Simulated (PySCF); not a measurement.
SMILES [Ge]([Cl])([SiH2][Si](O)(O)O)([Cl])[Cl] (H5Cl3GeO3Si2) at its B3LYP/def2-SVP optimised geometry (Å):

```
14

Si    -1.8209    -0.8966     1.9676
O     -1.1976    -0.0550     3.2472
O     -3.4511    -1.0120     2.1460
O     -1.1889    -2.4139     1.7877
Si    -1.3735     0.3217     0.0000
Ge     1.0398     0.3217     0.0000
Cl     1.7518    -1.7624     0.0502
Cl     2.1356     1.3162    -1.5832
Cl     1.7532     1.1811     1.8993
H     -0.2822     0.2577     3.2047
H     -3.7899    -1.4835     2.9180
H     -0.2747    -2.5127     1.4845
H     -1.7504    -0.3209    -1.2898
H     -1.7518     1.7624     0.0000
```

Computed with B3LYP/def2-TZVP (PySCF 2.14.0). Cells within 0.4 Å of a nucleus heavier than hydrogen are left out (blank, or x).

Map of the deformation density (molecule minus spherical neutral atoms) (e/bohr³) on the plane z = 0.0 Å:

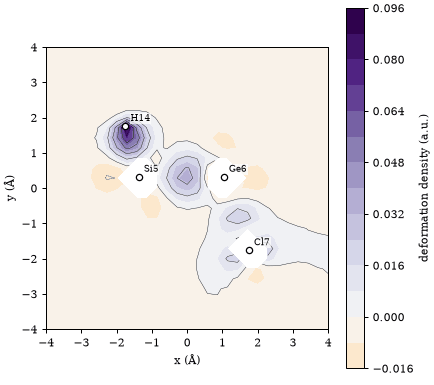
Figure. Deformation density (molecule minus spherical neutral atoms) (e/bohr³) on the plane z = 0.0 Å.
